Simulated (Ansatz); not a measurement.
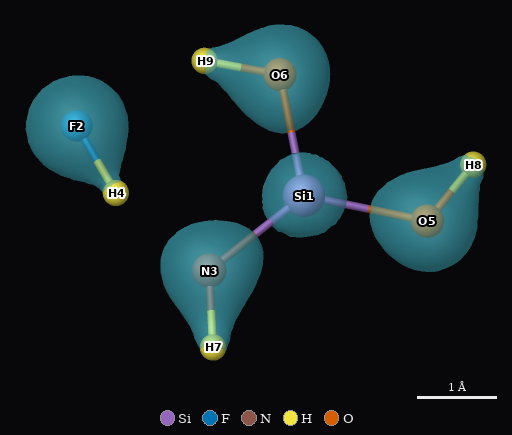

Figure. H$_{3}$NO$_{2}$Si···HF. Isosurface of the total electron density at 1.5 e/Å³ (cyan), seen at a tilt.

The product side of a reaction path; geometry: PBE0-D4/def2-TZVP.

These are results of RKS PBE0-D4/def2-TZVPP in Ansatz 0.2.0, not measurements.

Input file:

```
crystal:
  periodic: [false, false, false]
  atoms:
    - {symbol: Si, position_ang: [-0.510169, 0.367617, 0.054366]}
    - {symbol: F, position_ang: [1.878101, -1.491272, -0.075808]}
    - {symbol: N, position_ang: [0.686088, 0.515198, -0.981676]}
    - {symbol: H, position_ang: [1.573558, -0.683126, -0.573231]}
    - {symbol: O, position_ang: [-1.830501, 1.266450, 0.241988]}
    - {symbol: O, position_ang: [-0.475204, -0.837253, 1.112744]}
    - {symbol: H, position_ang: [0.790926, 1.217512, -1.693298]}
    - {symbol: H, position_ang: [-2.448490, 1.015827, 0.934059]}
    - {symbol: H, position_ang: [0.335690, -1.370856, 0.980756]}
basis:
  gaussian: {orbitals: def2-TZVPP}
hamiltonian: {xc: pbe0, dispersion: d4}
output: {orbitals: {seedname: orbitals}}
```

Run with:

```sh
ansatz run in.yaml --threads 4 --pin off --events-out ev --progress --plain --max-ram 9574MiB
```

How is the density connected at this value?

Answer. At this value the surface falls into five separate pieces. It bridges the sampled O–H (0.96 Å) contacts, where the density stays above the isovalue. It is pinched off along the sampled N···H (1.55 Å), Si–N (1.59 Å) and Si–O (1.60 Å) contacts. On the grid the lowest density along these lines, outside the cores, is 0.52 e/Å³ (N···H, 1.55 Å), 1.2 e/Å³ (Si–N, 1.59 Å), 1.1 e/Å³ (Si–O, 1.60 Å) and 2.4 e/Å³ (O–H, 0.96 Å).
